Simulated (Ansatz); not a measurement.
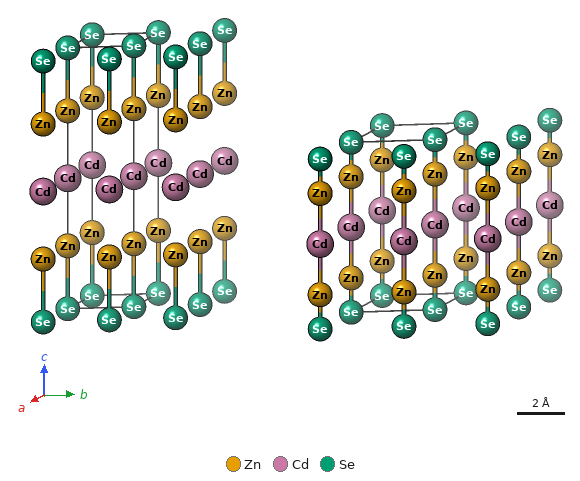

Two geometries of a crystal of Zn₂CdSe (a generated structure, set up in P6/mmm) (coarse preliminary run), drawn at one scale. One is the start of a relaxation, the other its converged end. Style: ball-and-stick. Shown: the cell of the calculation, repeated 2 × 2 × 1 with one cell outlined, slightly off an axis.

Method: DFT PBE, scalar-relativistic, plane waves, PAW (Ansatz). Settings: plane-wave cutoff 420 eV; k-point mesh 6 × 6 × 4; occupations gaussian; smearing width 0.1 eV; no spin polarisation; cell and atoms relaxed; force threshold 0.04 eV/Å; at most 70 steps.

> Which one is relaxed?

The left one is the relaxed one. The energy falls by 6155 meV per atom in 19 accepted moves (24 points after the start). The largest force component goes from 48 to 0.0034 eV/Å. Pressure: 112.49 GPa at the start and 0.01 GPa at the end. The line search rejected the trial steps at points 17, 18 of the run. The SCF was repeated 3 times at an unchanged geometry on a basis and grid sized afresh for the cell, which shifted the energy by 53.0 meV per atom at most. The largest moves relative to the cell, 0.45 Å, are those of Zn atoms. Se and Cd stay in place. Cell: a = b 3.632 → 2.869 Å (−21.0 %), c 7.455 → 11.443 Å (+53.5 %). Volume −4.2 %. Near-neighbour distances that change, for instance: Se–Zn 1.508 → 2.760 Å, Cd–Cd 3.632 → 2.869 Å, Se–Se 3.632 → 2.869 Å, Cd–Zn 2.219 → 2.961 Å. Bonds break, among them: Cd–Zn (2.22 → 2.96 Å). The space group stays P6/mmm (No. 191).

Limits of the set-up: layers or molecules are held without a dispersion correction, so their spacing is unreliable.
